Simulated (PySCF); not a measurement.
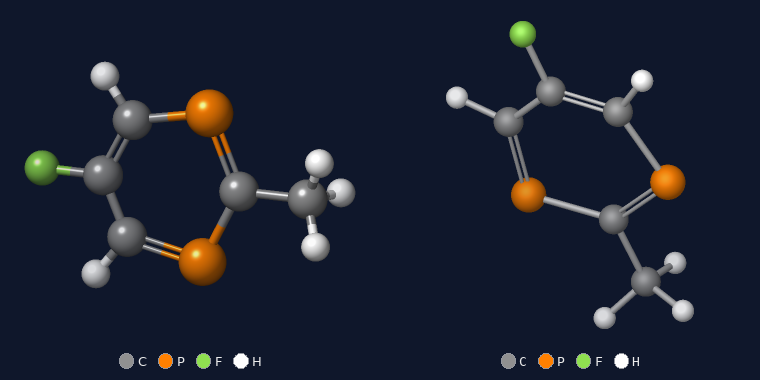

Both panels show the same species.

Computed geometry: GFN2-xTB optimisation. No frequency run is at hand to confirm it as a minimum.

Which formula does it have?

Answer. C₅H₅FP₂, 13 atoms: 5 carbon, 5 hydrogen, 1 fluorine and 2 phosphorus.

What is the point group of this geometry?

Answer. Cs.

How many bonds of each kind are drawn?

Answer. 5 C–H, 4 C–P, 3 C–C, 1 C–F.

How many sets of symmetry-equivalent atoms are there?

Answer. 9: 1 C, 1 C, 2 P, 2 C, 1 C, 1 F, 2 H, 1 H, 2 H.

The parts below concern this one geometry. Atoms keep their numbers from picture to picture.

Dipole moment

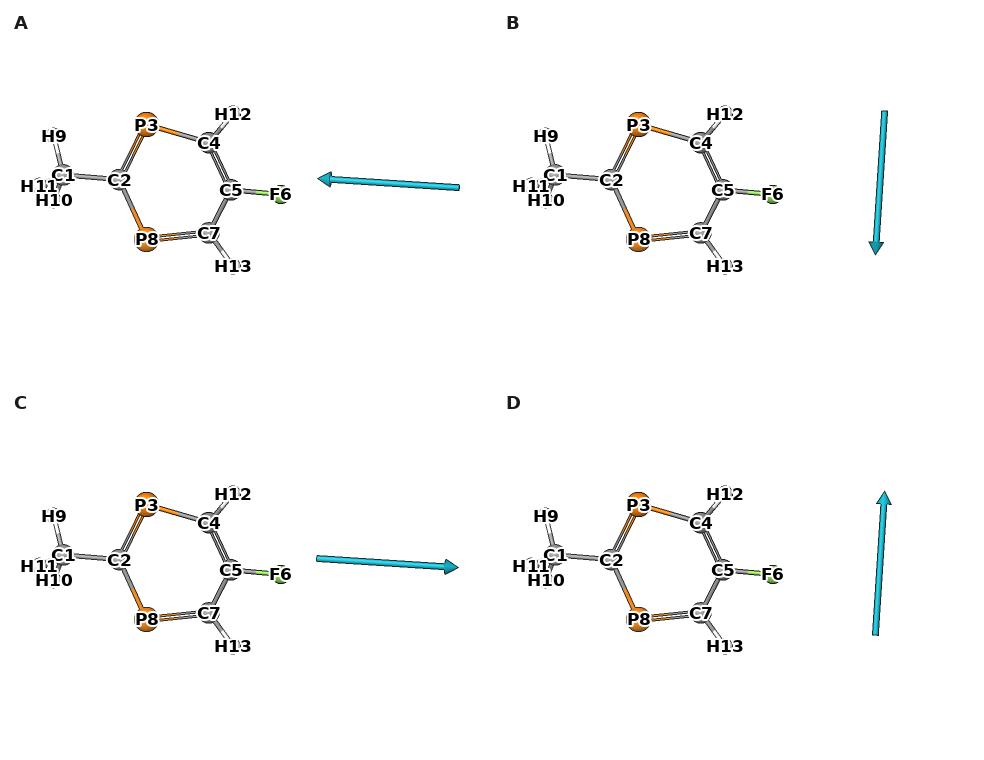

The same molecule four times, each with an arrow. No frequency run is at hand to confirm it as a minimum. Level of theory: PBE0/def2-SVPD, gas phase (PySCF 2.14.0).

Which arrow points along the dipole moment, from the negative to the positive end?

Answer. A. The dipole moment is 1.01 D; it points from the side of F6 to the side of H9, H10, H11 (the outermost atoms at the two ends).

Excitation

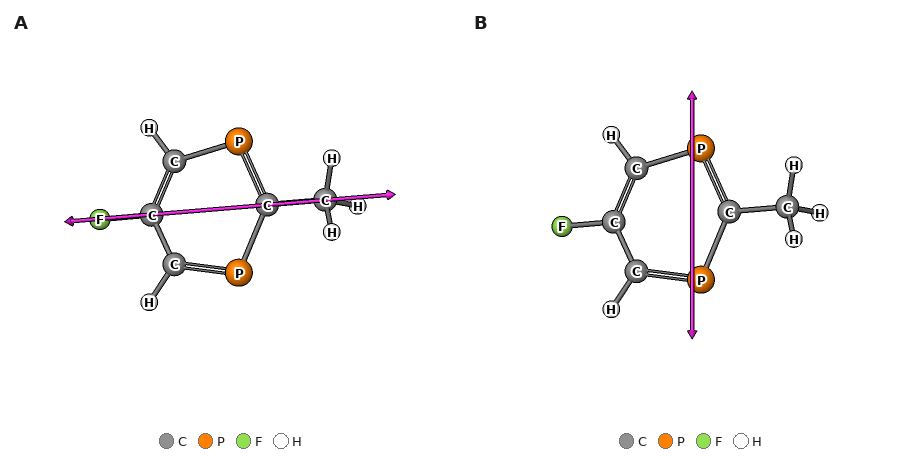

The double arrows show the directions of two transition dipoles from the ground state (lengths mean nothing). No frequency run is at hand to confirm it as a minimum. Method: TDDFT PBE0/def2-SVPD, vertical, gas phase, core orbitals frozen in the response (PySCF 2.14.0).

One belongs to singlet state 5 and one to singlet state 6. Which is which?

Answer. A: state 5, 5.24 eV (236 nm), oscillator strength 0.28, mainly HOMO → LUMO+1 (weight 0.63).
B: state 6, 5.37 eV (231 nm), oscillator strength 0.29, mainly HOMO−2 → LUMO+1 (weight 0.64).

Polarisability

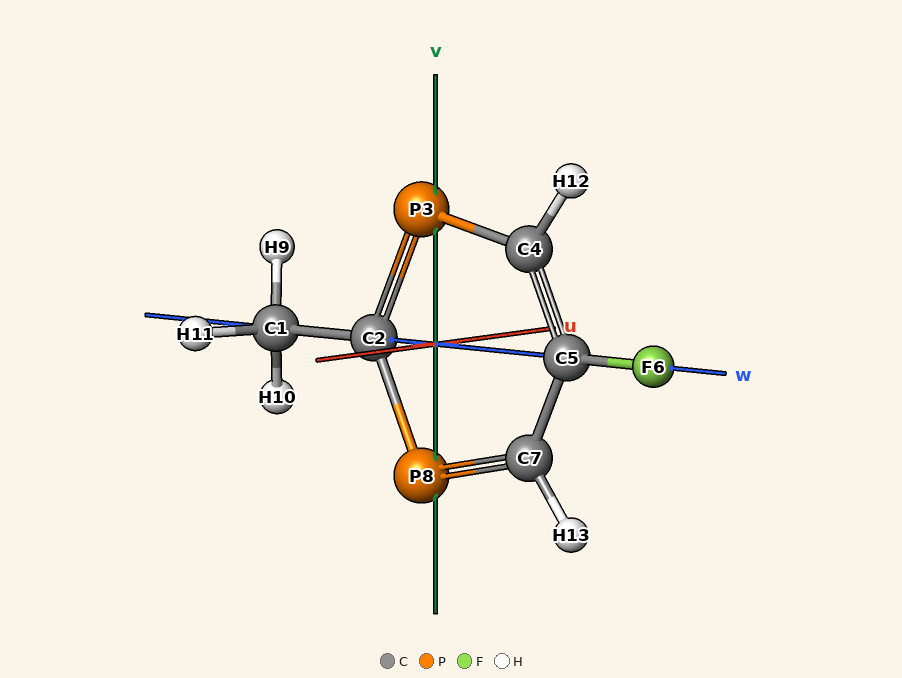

The lines u, v and w are the principal axes of the static dipole polarisability. No frequency run is at hand to confirm it as a minimum. Method: PBE0/def2-SVPD (PySCF 2.14.0).

Along which axis is the molecule most polarisable, and along which least?

Answer. Most along w (nearly parallel to the C5–F6 bond), least along u.

Give the three principal values.

Answer. u 66.9, v 124.6, w 131.2 bohr³; mean 107.6, anisotropy 61.2 bohr³.

The geometry is semi-empirical. Around P such bond lengths and angles can be off by a tenth of an ångström or more and by several degrees, and values that hang on the shape move with them.
